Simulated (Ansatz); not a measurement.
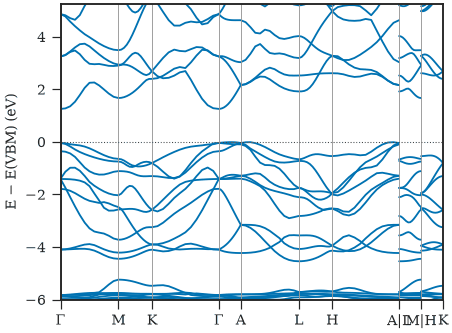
Fig. 1. Band structure from the program Ansatz at the PBE+D3(BJ) level (PAW)

The gap is 1.25 eV; an edge lies off the plotted path or next to a special point (maximum off the standard path, minimum at Γ).

The material is HgS in space group P3_221 (No. 154; Hg on 3a, S on 3b).

The cell was relaxed with PBE+D3(BJ) under the symmetry of its start; of distortions, only those at the zone centre were tested. Spin–orbit coupling is left out wherever it is not named.

Potentials: the later of the program's two PAW sets.
